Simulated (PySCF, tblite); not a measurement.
# CH9PSi2: dynamics, then NMR shifts and electronic excitations on frames, part 2 of 2

tblite 0.8.0 and PySCF 2.14.0. Atoms count from 0. Earlier steps stand in the parts before.

**8. Excited states and response: 625 fs, PBE0/def2-SVPD**

Job settings and geometry (Å):

```
{"job": {"kind": "uv", "xc": "PBE0", "basis": "def2-SVPD", "nstates": 5, "ntriplets": 0}, "charge": 0, "multiplicity": 1}
Si    -2.283400    -1.207400     0.586100
C     -0.690900    -1.478300    -0.460100
Si     0.745900    -0.190500    -0.323200
P      1.371500     0.223600     1.936100
H     -3.007000     0.011400     0.012400
H     -2.024100    -0.772500     1.916100
H     -3.190700    -2.382900     0.181600
H     -0.408700    -2.592100    -0.322200
H     -0.932800    -1.555300    -1.502000
H      1.881200    -0.678400    -1.088200
H      0.287100     1.045100    -0.971200
H      0.769600     1.509400     2.093400
H      2.726700     0.696800     1.687600
```

With the program's defaults for keys left out, this is: TDDFT PBE0/def2-SVPD, vertical, gas phase, core orbitals frozen in the response.

Standard output:

```text
coarse grid: 11544 points
cycle   1  E = -962.9586447849  dE = -2.852e-01  |g| = 3.009e-01  |ddm| = 3.699e+00
cycle   2  E = -962.9472655265  dE =  1.138e-02  |g| = 3.562e-01  |ddm| = 8.388e-01
cycle   3  E = -962.9833784537  dE = -3.611e-02  |g| = 3.751e-02  |ddm| = 4.473e-01
cycle   4  E = -962.9838007573  dE = -4.223e-04  |g| = 1.238e-02  |ddm| = 8.838e-02
cycle   5  E = -962.9838555470  dE = -5.479e-05  |g| = 2.602e-03  |ddm| = 2.768e-02
cycle   6  E = -962.9838582867  dE = -2.740e-06  |g| = 6.524e-04  |ddm| = 6.547e-03
final grid: 95336 points
cycle   7  E = -963.0972748884  dE = -1.131e-05  |g| = 3.948e-03  |ddm| = 4.866e-02
cycle   8  E = -963.0972714901  dE =  3.398e-06  |g| = 5.259e-03  |ddm| = 1.187e-02
cycle   9  E = -963.0972794129  dE = -7.923e-06  |g| = 3.251e-04  |ddm| = 6.378e-03
cycle  10  E = -963.0972794484  dE = -3.551e-08  |g| = 5.143e-05  |ddm| = 7.209e-04
cycle  11  E = -963.0972794492  dE = -8.595e-10  |g| = 2.209e-05  |ddm| = 1.508e-04
converged SCF energy = -963.0972794492

Static polarisability (au): isotropic 100.540, principal 85.425 99.115 117.080

Singlet excitations
state   eV       nm        f      main configurations
  1   5.7458    215.8   0.00562   H->L 0.85, H->L+2 0.09
  2   6.1267    202.4   0.04847   H->L+2 0.82, H->L+1 0.11
  3   6.3328    195.8   0.16340   H->L+1 0.77
  4   6.7500    183.7   0.00576   H->L+3 0.91
  5   7.0313    176.3   0.01742   H->L+4 0.69, H->L+5 0.18
```

Run time: 12 s. Hardware: 1 thread of Arm Neoverse V1, shared host; peak memory 0.7 GiB.

Key values: HOMO -7.20 eV, LUMO -0.23 eV; lowest singlet 5.75 eV.

**9. NMR shieldings: 800 fs, PBE0/pcSseg-1**

Job settings and geometry (Å):

```
{"job": {"kind": "nmr", "xc": "PBE0", "basis": "pcSseg-1", "pop": false}, "charge": 0, "multiplicity": 1}
Si    -1.913800    -1.594900     0.203900
C     -0.068300    -1.489700    -0.251400
Si     0.867500     0.214700     0.133100
P      0.452700     0.449400     2.232100
H     -2.684500    -2.064800    -0.970200
H     -2.460100    -0.303300     0.680800
H     -2.032600    -2.739900     1.134900
H      0.364300    -2.310300     0.334000
H      0.129300    -1.660000    -1.266500
H      2.318400     0.115100    -0.130000
H      0.315500     1.302200    -0.746700
H      0.493000     1.887600     2.244600
H      1.755000     0.505400     2.695300
```

With the program's defaults for keys left out, this is: GIAO PBE0/pcSseg-1 NMR shielding, non-relativistic, gas phase.

Standard output:

```text
coarse grid: 11544 points
cycle   1  E = -963.3148989260  dE = -7.564e-02  |g| = 3.396e-01  |ddm| = 3.082e+00
cycle   2  E = -963.2977506140  dE =  1.715e-02  |g| = 4.116e-01  |ddm| = 7.049e-01
cycle   3  E = -963.3445017219  dE = -4.675e-02  |g| = 3.676e-02  |ddm| = 4.301e-01
cycle   4  E = -963.3448720879  dE = -3.704e-04  |g| = 1.050e-02  |ddm| = 5.530e-02
cycle   5  E = -963.3448992047  dE = -2.712e-05  |g| = 2.491e-03  |ddm| = 1.819e-02
cycle   6  E = -963.3449007661  dE = -1.561e-06  |g| = 5.570e-04  |ddm| = 4.340e-03
final grid: 95336 points
cycle   7  E = -963.3677126238  dE = -1.443e-05  |g| = 4.489e-03  |ddm| = 1.780e-02
cycle   8  E = -963.3677089552  dE =  3.669e-06  |g| = 5.730e-03  |ddm| = 9.275e-03
cycle   9  E = -963.3677176882  dE = -8.733e-06  |g| = 3.963e-04  |ddm| = 5.433e-03
cycle  10  E = -963.3677177239  dE = -3.569e-08  |g| = 8.815e-05  |ddm| = 5.734e-04
cycle  11  E = -963.3677177259  dE = -1.995e-09  |g| = 2.125e-05  |ddm| = 1.501e-04
cycle  12  E = -963.3677177260  dE = -1.285e-10  |g| = 4.233e-06  |ddm| = 3.777e-05
converged SCF energy = -963.3677177260

GIAO shielding tensors (ppm)
atom      isotropic    diamagn.    paramagn.     s11        s22        s33       span
  0 Si     424.334     878.402    -454.068    398.486    405.914    468.602     70.116
  1 C      197.505     257.113     -59.608    184.639    196.448    211.428     26.789
  2 Si     400.062     880.503    -480.442    369.226    381.609    449.350     80.124
  3 P      639.173     967.625    -328.451    569.012    657.549    690.959    121.948
  4 H       27.430      27.983      -0.553     24.022     25.239     33.030      9.008
  5 H       27.486      28.175      -0.689     23.599     27.416     31.442      7.844
  6 H       27.371      28.050      -0.680     23.864     25.360     32.889      9.026
  7 H       31.427      31.552      -0.124     26.493     29.202     38.587     12.094
  8 H       32.579      32.981      -0.402     25.878     29.969     41.890     16.012
  9 H       26.729      29.736      -3.007     22.532     25.079     32.577     10.046
 10 H       26.923      29.590      -2.667     23.208     25.313     32.246      9.038
 11 H       29.550      28.845       0.706     24.023     26.458     38.170     14.147
 12 H       30.413      29.815       0.599     24.994     26.916     39.330     14.336
```

Run time: 9.3 s. Hardware: 1 thread of Arm Neoverse V1, shared host; peak memory 0.68 GiB.

Key values: δ C1 -10.6, Si2 -50.9, Si0 -75.2, P3 -320.8, H9 4.99, H10 4.79 ppm.

**10. Excited states and response: 800 fs, PBE0/def2-SVPD**

Same as in step 9 but for these lines:

```diff
@@ -1,2 +1,2 @@
-{"job": {"kind": "nmr", "xc": "PBE0", "basis": "pcSseg-1", "pop": false}, "charge": 0, "multiplicity": 1}
+{"job": {"kind": "uv", "xc": "PBE0", "basis": "def2-SVPD", "nstates": 5, "ntriplets": 0}, "charge": 0, "multiplicity": 1}
 Si    -1.913800    -1.594900     0.203900
```

Method: TDDFT PBE0/def2-SVPD, vertical, gas phase, core orbitals frozen in the response.

Standard output:

```text
coarse grid: 11544 points
cycle   1  E = -962.9579408641  dE = -9.493e-02  |g| = 3.194e-01  |ddm| = 3.846e+00
cycle   2  E = -962.9419095162  dE =  1.603e-02  |g| = 3.892e-01  |ddm| = 9.353e-01
cycle   3  E = -962.9853898089  dE = -4.348e-02  |g| = 3.545e-02  |ddm| = 5.097e-01
cycle   4  E = -962.9857893382  dE = -3.995e-04  |g| = 1.018e-02  |ddm| = 8.351e-02
cycle   5  E = -962.9858249483  dE = -3.561e-05  |g| = 2.127e-03  |ddm| = 2.270e-02
cycle   6  E = -962.9858267018  dE = -1.753e-06  |g| = 5.989e-04  |ddm| = 5.253e-03
final grid: 95336 points
cycle   7  E = -963.0996514242  dE = -1.423e-05  |g| = 4.473e-03  |ddm| = 5.986e-02
cycle   8  E = -963.0996475761  dE =  3.848e-06  |g| = 5.805e-03  |ddm| = 1.281e-02
cycle   9  E = -963.0996569875  dE = -9.411e-06  |g| = 3.610e-04  |ddm| = 7.132e-03
cycle  10  E = -963.0996570304  dE = -4.283e-08  |g| = 7.980e-05  |ddm| = 8.073e-04
cycle  11  E = -963.0996570326  dE = -2.226e-09  |g| = 2.664e-05  |ddm| = 1.971e-04
cycle  12  E = -963.0996570329  dE = -2.715e-10  |g| = 3.893e-06  |ddm| = 5.401e-05
converged SCF energy = -963.0996570329

Static polarisability (au): isotropic 95.775, principal 81.810 95.525 109.990

Singlet excitations
state   eV       nm        f      main configurations
  1   5.8763    211.0   0.00398   H->L 0.96
  2   6.6436    186.6   0.04111   H->L+1 0.79, H->L+2 0.13
  3   6.7170    184.6   0.03847   H->L+2 0.82, H->L+1 0.13
  4   6.9318    178.9   0.00833   H-1->L 0.91
  5   7.1842    172.6   0.14043   H->L+3 0.79
```

Wall time 13 s (1 thread of Arm Neoverse V1, shared host); peak memory 0.71 GiB.

Key values: HOMO -7.58 eV, LUMO -0.24 eV; lowest singlet 5.88 eV.

**11. Shielding tensors: 1000 fs, PBE0/pcSseg-1**

Job settings and geometry (Å):

```
{"job": {"kind": "nmr", "xc": "PBE0", "basis": "pcSseg-1", "pop": false}, "charge": 0, "multiplicity": 1}
Si    -1.883600    -1.741300    -0.021400
C     -0.025500    -1.588200    -0.186400
Si     0.970000    -0.100700     0.532100
P      0.256800     0.377500     2.622600
H     -2.449800    -3.021400     0.641000
H     -2.419600    -1.858500    -1.315600
H     -2.618300    -0.710500     0.613400
H      0.504400    -2.495100     0.172700
H      0.312000    -1.702900    -1.240300
H      2.427700    -0.416500     0.655800
H      1.062400     0.913400    -0.486900
H      1.209100     1.457300     2.806200
H      1.103600    -0.619300     3.062900
```

With the program's defaults for keys left out, this is: GIAO PBE0/pcSseg-1 NMR shielding, non-relativistic, gas phase.

Standard output:

```text
coarse grid: 11544 points
cycle   1  E = -963.3164295065  dE = -1.018e-01  |g| = 3.044e-01  |ddm| = 3.090e+00
cycle   2  E = -963.3103263542  dE =  6.103e-03  |g| = 3.350e-01  |ddm| = 5.485e-01
cycle   3  E = -963.3397111762  dE = -2.938e-02  |g| = 4.378e-02  |ddm| = 3.212e-01
cycle   4  E = -963.3402582821  dE = -5.471e-04  |g| = 1.037e-02  |ddm| = 5.940e-02
cycle   5  E = -963.3402855272  dE = -2.725e-05  |g| = 2.920e-03  |ddm| = 1.837e-02
cycle   6  E = -963.3402879967  dE = -2.470e-06  |g| = 5.732e-04  |ddm| = 5.337e-03
final grid: 95336 points
cycle   7  E = -963.3624500338  dE = -1.137e-05  |g| = 4.052e-03  |ddm| = 1.571e-02
cycle   8  E = -963.3624468672  dE =  3.167e-06  |g| = 5.252e-03  |ddm| = 8.595e-03
cycle   9  E = -963.3624542610  dE = -7.394e-06  |g| = 3.097e-04  |ddm| = 4.853e-03
cycle  10  E = -963.3624542815  dE = -2.049e-08  |g| = 8.299e-05  |ddm| = 4.614e-04
cycle  11  E = -963.3624542833  dE = -1.829e-09  |g| = 1.725e-05  |ddm| = 1.341e-04
cycle  12  E = -963.3624542834  dE = -8.413e-11  |g| = 3.562e-06  |ddm| = 3.134e-05
converged SCF energy = -963.3624542834

GIAO shielding tensors (ppm)
atom      isotropic    diamagn.    paramagn.     s11        s22        s33       span
  0 Si     435.841     878.273    -442.432    387.643    426.933    492.947    105.305
  1 C      206.013     256.231     -50.218    197.533    206.967    213.538     16.005
  2 Si     396.081     880.389    -484.308    349.189    372.897    466.158    116.969
  3 P      605.697     966.786    -361.089    553.166    573.378    690.546    137.379
  4 H       26.905      26.558       0.348     23.666     24.596     32.453      8.788
  5 H       28.572      29.074      -0.502     24.451     26.283     34.981     10.530
  6 H       28.378      28.809      -0.431     24.159     27.743     33.234      9.074
  7 H       31.177      29.567       1.611     25.648     28.606     39.278     13.630
  8 H       31.075      31.290      -0.215     24.837     28.026     40.361     15.524
  9 H       26.545      29.969      -3.425     22.389     25.241     32.004      9.616
 10 H       27.463      30.495      -3.032     23.373     25.913     33.102      9.729
 11 H       29.273      28.125       1.148     24.303     25.629     37.886     13.583
 12 H       30.414      29.658       0.756     25.130     28.167     37.944     12.814
```

It took 9.3 s on 1 thread of Arm Neoverse V1, shared host; peak memory 0.68 GiB.

Key values: δ C1 -19.1, Si2 -46.9, Si0 -86.7, P3 -287.3, H9 5.17, H4 4.81 ppm.

**12. Ultraviolet spectrum: 1000 fs, PBE0/def2-SVPD**

Same as in step 11 but for these lines:

```diff
@@ -1,2 +1,2 @@
-{"job": {"kind": "nmr", "xc": "PBE0", "basis": "pcSseg-1", "pop": false}, "charge": 0, "multiplicity": 1}
+{"job": {"kind": "uv", "xc": "PBE0", "basis": "def2-SVPD", "nstates": 5, "ntriplets": 0}, "charge": 0, "multiplicity": 1}
 Si    -1.883600    -1.741300    -0.021400
```

Level: TDDFT PBE0/def2-SVPD, vertical, gas phase, core orbitals frozen in the response.

Standard output:

```text
coarse grid: 11544 points
cycle   1  E = -962.9592027734  dE = -1.205e-01  |g| = 2.842e-01  |ddm| = 3.846e+00
cycle   2  E = -962.9540908513  dE =  5.112e-03  |g| = 3.120e-01  |ddm| = 7.762e-01
cycle   3  E = -962.9806786506  dE = -2.659e-02  |g| = 4.243e-02  |ddm| = 3.724e-01
cycle   4  E = -962.9812515974  dE = -5.729e-04  |g| = 9.892e-03  |ddm| = 8.411e-02
cycle   5  E = -962.9812845548  dE = -3.296e-05  |g| = 2.821e-03  |ddm| = 2.330e-02
cycle   6  E = -962.9812877377  dE = -3.183e-06  |g| = 5.108e-04  |ddm| = 6.690e-03
final grid: 95336 points
cycle   7  E = -963.0944701522  dE = -1.039e-05  |g| = 4.055e-03  |ddm| = 4.710e-02
cycle   8  E = -963.0944666947  dE =  3.458e-06  |g| = 5.374e-03  |ddm| = 1.127e-02
cycle   9  E = -963.0944748616  dE = -8.167e-06  |g| = 2.880e-04  |ddm| = 6.135e-03
cycle  10  E = -963.0944748889  dE = -2.726e-08  |g| = 6.180e-05  |ddm| = 6.801e-04
cycle  11  E = -963.0944748902  dE = -1.348e-09  |g| = 2.078e-05  |ddm| = 1.664e-04
cycle  12  E = -963.0944748904  dE = -1.764e-10  |g| = 2.531e-06  |ddm| = 4.092e-05
converged SCF energy = -963.0944748904

Static polarisability (au): isotropic 96.060, principal 79.726 98.642 109.814

Singlet excitations
state   eV       nm        f      main configurations
  1   6.1216    202.5   0.02698   H->L 0.83, H->L+1 0.11
  2   6.4494    192.2   0.00659   H->L+1 0.82, H->L 0.09
  3   6.8195    181.8   0.11648   H->L+2 0.81
  4   7.0372    176.2   0.01761   H->L+3 0.92
  5   7.4019    167.5   0.03988   H-1->L 0.82
```

Run time: 13 s. Hardware: 1 thread of Arm Neoverse V1, shared host; peak memory 0.71 GiB.

Key values: HOMO -7.59 eV, LUMO -0.23 eV; lowest singlet 6.12 eV.

**13. Comparing the runs: NMR shifts**

Shifts (ppm) of some atoms, chosen among heavy atoms and hydrogens apart, with basis size and wall time:

| frame | C1 | H6 | H7 | H8 | Si2 | Si0 | P3 | functions | time |
| --- | --- | --- | --- | --- | --- | --- | --- | --- | --- |
| 250 fs | -17.4 | 3.99 | -0.30 | -1.22 | -36.2 | -67.4 | -293.5 | 134 | 9.9 s |
| 425 fs | -10.9 | 3.73 | -0.78 | 1.87 | -46.6 | -80.0 | -286.5 | 134 | 10 s |
| 625 fs | -5.6 | 5.35 | 1.75 | -0.29 | -44.4 | -75.2 | -244.7 | 134 | 9.6 s |
| 800 fs | -10.6 | 4.35 | 0.29 | -0.86 | -50.9 | -75.2 | -320.8 | 134 | 9.3 s |
| 1000 fs | -19.1 | 3.34 | 0.54 | 0.64 | -46.9 | -86.7 | -287.3 | 134 | 9.3 s |

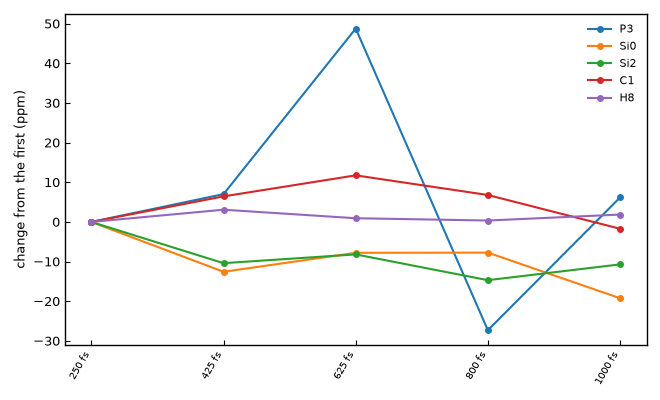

How five of the tabulated atoms move from run to run.

**14. Run by run: electronic excitations**

Excitations and ground-state properties, with basis size and wall time:

```
  frame  lowest singlet (eV)  brightest (eV)      f  gap (eV)  α (Å³)  μ (D)  functions  time
 250 fs                 6.14            7.03  0.187      7.25   14.88   0.36        164  13 s
 425 fs                 5.55            6.87  0.135      6.99   14.45   0.48        164  13 s
 625 fs                 5.75            6.33  0.163      6.97   14.90   0.72        164  12 s
 800 fs                 5.88            7.18  0.140      7.34   14.19   1.08        164  13 s
1000 fs                 6.12            6.82  0.116      7.36   14.23   1.31        164  13 s
```

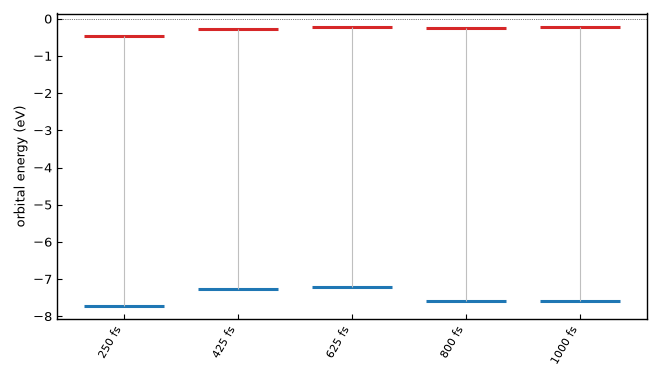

HOMO (blue) and LUMO (red) run by run.

**15. What came out**

What follows sums up all 2 parts.

```
                                        quantity                                                       value
                                      thermostat                                                       400 K
                   mean temperature, second half                                                       428 K
         mean potential energy above the minimum                                                     0.59 eV
  ¹³C shifts against TMS (PBE0/pcSseg-1, 250 fs)                                                   -17.4 ppm
   ¹H shifts against TMS (PBE0/pcSseg-1, 250 fs)  5.62, 4.83, 4.64, 4.42, 3.99, 1.81, 1.75, -0.30, -1.22 ppm
 ²⁹Si shifts against TMS (PBE0/pcSseg-1, 250 fs)                                            -36.2, -67.4 ppm
³¹P shifts against H3PO4 (PBE0/pcSseg-1, 250 fs)                                                  -293.5 ppm
         lowest singlet (PBE0/def2-SVPD, 250 fs)                                 6.14 eV (202 nm), f = 0.081
        brightest single state of those computed                                 state 4, 7.03 eV, f = 0.187
                        range of the shift of P3                                        -320.8 to -244.7 ppm
                     range of the lowest singlet                                             5.55 to 6.14 eV
```

In words: In the second half the potential energy averages 0.59 eV above the minimum; equipartition over 33 harmonic modes at 400 K would give 0.57 eV. With 13 atoms the temperature swings widely (254 to 695 K). Shifts at one fixed geometry are not the observed spectrum, which averages over the motion. In the first frame run (250 fs): The largest span, 172 ppm, is at P3, where the paramagnetic term is -355 ppm. The first singlet state (HOMO→LUMO 0.85, HOMO→LUMO+1 0.09) lies at 6.14 eV and is bright; of the 5 states computed, the strongest absorption comes from state 4 at 7.03 eV. Across the 5 runs the shift of P3 moves most, between -320.8 (800 fs) and -244.7 ppm (625 fs). The lowest singlet runs from 5.55 eV (425 fs) to 6.14 eV (250 fs), while the orbital gap spans 6.97 to 7.36 eV. The lowest state need not be the same one in every run.
